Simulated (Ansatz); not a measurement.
CH$_{5}$SSi: several calculations on one system

**1. Relaxation**

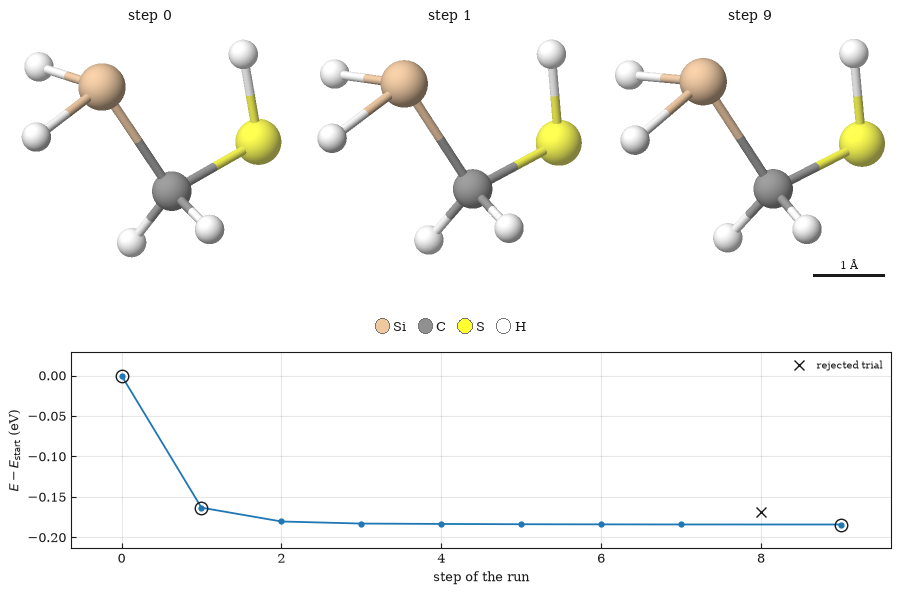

Frames of a relaxation of CH$_{5}$SSi (charge −1), marked on the history of the run. Style: ball-and-stick. Shown at a tilt.

The run prepares an end point of a later path (inversion) calculation, from a guessed geometry.

Computed with RKS LDA/def2-SVP (Ansatz 0.2.0).

Input
```yaml
crystal:
  periodic: [false, false, false]
  atoms:
    - { symbol: Si, position_ang: [-0.64462, 0.2463, -1.03142] }
    - { symbol: C, position_ang: [0.56352, 0.1836, 0.46155] }
    - { symbol: S, position_ang: [0.71568, -1.55916, 0.91141] }
    - { symbol: H, position_ang: [-1.94431, 0.10239, -0.33324] }
    - { symbol: H, position_ang: [-0.64279, 1.7097, -1.31296] }
    - { symbol: H, position_ang: [0.24358, 0.71945, 1.36301] }
    - { symbol: H, position_ang: [1.56526, 0.54201, 0.20249] }
    - { symbol: H, position_ang: [0.14369, -1.94429, -0.26083] }
total_charge: -1
basis:
  gaussian: { orbitals: def2-SVP }
hamiltonian:
  xc: lda
relax:
  f_tol: 0.015
  max_steps: 40
```

Run as
```bash
ansatz run input.yaml --threads 1 --pin off --max-ram 2048MiB --backend cpu --events-out ev --progress --plain --runs-dir out
```

What happens along the run?

Answer. After 8 accepted moves (9 points after the start) the energy has fallen by 0.184 eV. The largest force component goes from 1.2 to 0.0019 eV/Å. The line search rejected the trial step at point 8 of the run. The forces were under the threshold at step 5, but the run went on from there. The atom that moves furthest after the best rigid fit is H4 (0.18 Å). By element the largest moves are H 0.18 Å, Si 0.08 Å, S 0.07 Å, C 0.04 Å. Among the contacts that change: Si1–H5 1.490 → 1.570 Å, Si1–H4 1.482 → 1.562 Å, Si1–C2 1.922 → 1.970 Å, S3–H8 1.360 → 1.393 Å. Bond angles that change, for instance: H4–Si1–H5 100.7° → 92.6°, C2–Si1–H4 100.5° → 96.4°, C2–Si1–H5 100.3° → 96.8°. Cost: 17 s on 1 thread of Arm Neoverse V1, with other jobs on the host, peak memory 0.13 GiB. From step 0 to 1: H4 moves most (0.12 Å), energy −0.163 eV. From step 1 to 9: H4 moves most (0.07 Å), energy −0.021 eV.

Limits of the set-up: the basis has no diffuse functions, which an anion needs.

**2. Relaxation**

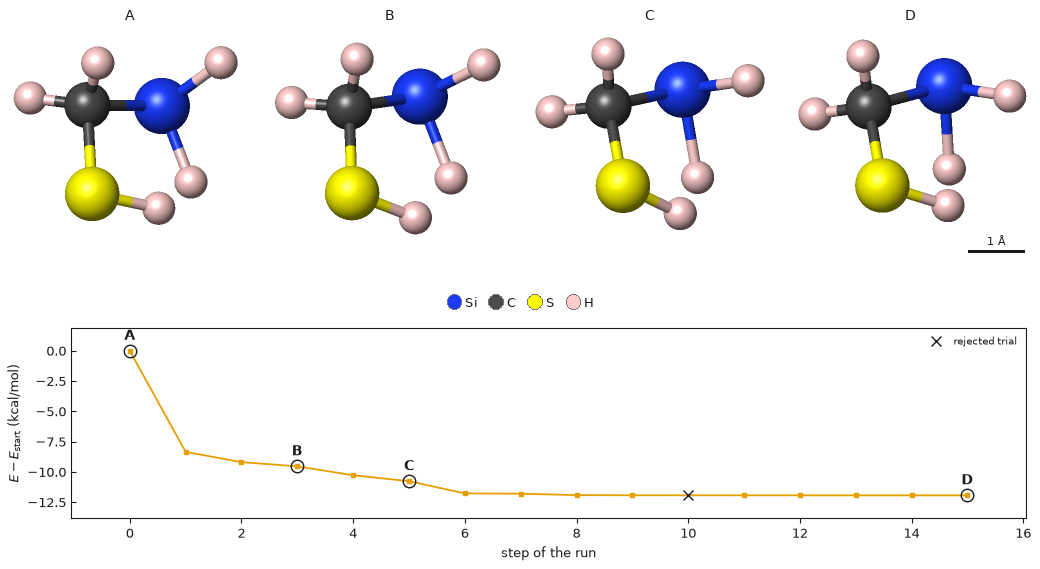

Frames of a relaxation of CH$_{5}$SSi (charge −1), marked on the history of the run. A ball-and-stick model, seen at a tilt.

The run prepares an end point of a later path (inversion) calculation, from a guessed geometry.

Level of theory: RKS LDA/def2-SVP in Ansatz. Set-up: no spin polarisation; force threshold 0.015 eV/Å; at most 40 steps.

Question: Describe the path.

Answer: Over 14 accepted moves (15 points after the start) the energy falls by 11.9 kcal/mol. Largest force component: 2.5 eV/Å at the start, 0.0079 eV/Å at the end. The line search rejected the trial step at point 10 of the run. The forces were under the threshold at step 11, but the run went on from there. The atom that moves furthest after the best rigid fit is an H atom (0.76 Å). Largest moves by element: H 0.76 Å, S 0.38 Å, Si 0.36 Å, C 0.04 Å. Among the contacts that change: H–Si 1.482 → 1.568 Å, C–Si 1.922 → 1.962 Å, C–S 1.806 → 1.828 Å, C–H 1.096 → 1.115 Å. Bond angles that change, for instance: Si–C–S 106.1° → 118.1°, H–Si–H 100.7° → 91.6°, Si–C–H 116.1° → 107.9°. Groups turn about C–Si by about 50°. From step 0 to 3: the Si atom moves most (0.22 Å), energy −9.53 kcal/mol. From step 3 to 5: an H atom moves most (0.38 Å), energy −1.23 kcal/mol. From step 5 to 15: an H atom moves most (0.29 Å), energy −1.17 kcal/mol.

Limits of the set-up: the basis has no diffuse functions, which an anion needs.

**3. Path**

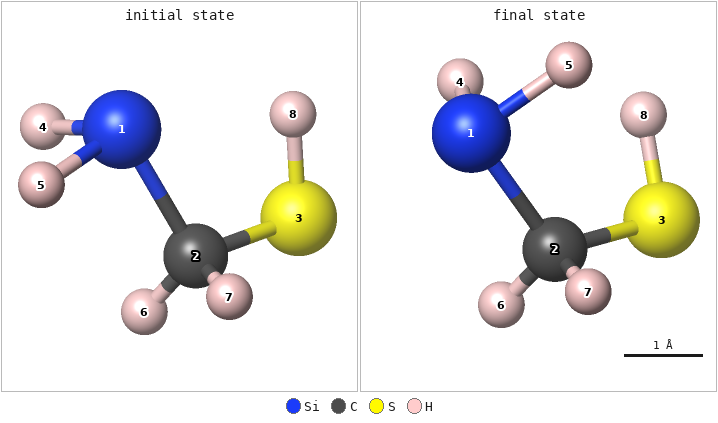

The two relaxed end points of a path for CH$_{5}$SSi (charge −1). The picture is a ball-and-stick view, seen at a tilt.

Computed with RKS LDA/def2-SVP (Ansatz 0.2.0).

The input:
```yaml
crystal:
  periodic: [false, false, false]
  atoms:
    - { symbol: Si, position_ang: [-0.657897, 0.199767, -1.094967] }
    - { symbol: C, position_ang: [0.555561, 0.142381, 0.455427] }
    - { symbol: S, position_ang: [0.756174, -1.590572, 0.954829] }
    - { symbol: H, position_ang: [-1.984966, 0.261929, -0.273691] }
    - { symbol: H, position_ang: [-0.62813, 1.756566, -1.29787] }
    - { symbol: H, position_ang: [0.162221, 0.706795, 1.329821] }
    - { symbol: H, position_ang: [1.545957, 0.576124, 0.1848] }
    - { symbol: H, position_ang: [0.25109, -2.052991, -0.25834] }
total_charge: -1
basis:
  gaussian: { orbitals: def2-SVP }
hamiltonian:
  xc: lda
neb:
  order_check: false
  images: 7
  f_tol: 0.05
  max_iterations: 60
  initial_path: idpp
  final_atoms:
    - { symbol: Si, position_ang: [-0.80766145, 1.12600546, -0.56376965] }
    - { symbol: C, position_ang: [0.54274725, 0.30893344, 0.6024028] }
    - { symbol: S, position_ang: [0.80720126, -1.49606619, 0.48156342] }
    - { symbol: H, position_ang: [-1.87526297, 0.01970043, -0.25689398] }
    - { symbol: H, position_ang: [-0.3123551, 0.35693375, -1.83659506] }
    - { symbol: H, position_ang: [0.27256127, 0.54483979, 1.65802955] }
    - { symbol: H, position_ang: [1.51816001, 0.81036663, 0.40199879] }
    - { symbol: H, position_ang: [-0.14538026, -1.6707143, -0.48672687] }
```

Run as
```bash
ansatz run input.yaml --threads 1 --pin off --max-ram 2048MiB --backend cpu --events-out ev --progress --plain --runs-dir out
```

Question: What barrier does the band find between them, and by what path?

Answer: The highest point, image 4, lies 1.33 eV above the start and 1.35 eV above the end; the end is at −0.01 eV relative to the start. The motion is an umbrella inversion at Si1. No bond forms or breaks between the ends. Among the angles between lasting bonds that change up to the highest image: H4–Si1–H5 92.6° → 119.9°, C2–Si1–H4 96.4° → 120.2°. The band converged in 12 iterations. The largest component of the band force went from 1.4 to 0.02 eV/Å. The climbing image converged on the top of the path. Its vibrational analysis gives one imaginary mode (767i cm⁻¹), as a transition state must have.

Energies of the converged images:

```tsv
image	path (Å)	E (eV)
0	0.00	0.000
1	0.48	0.012
2	0.97	0.032
3	1.45	0.441
4	1.94	1.334
5	2.36	0.687
6	2.78	0.168
7	3.20	0.035
8	3.62	-0.013
```

The geometry at the top of the path:

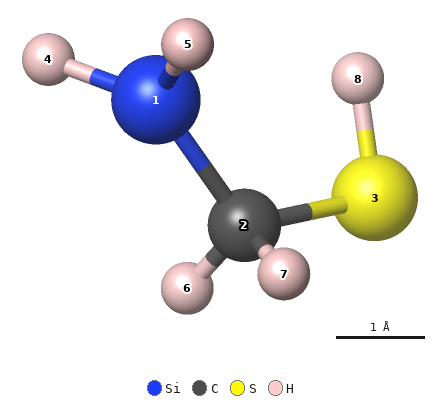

Limits of the set-up: the basis has no diffuse functions, which an anion needs.
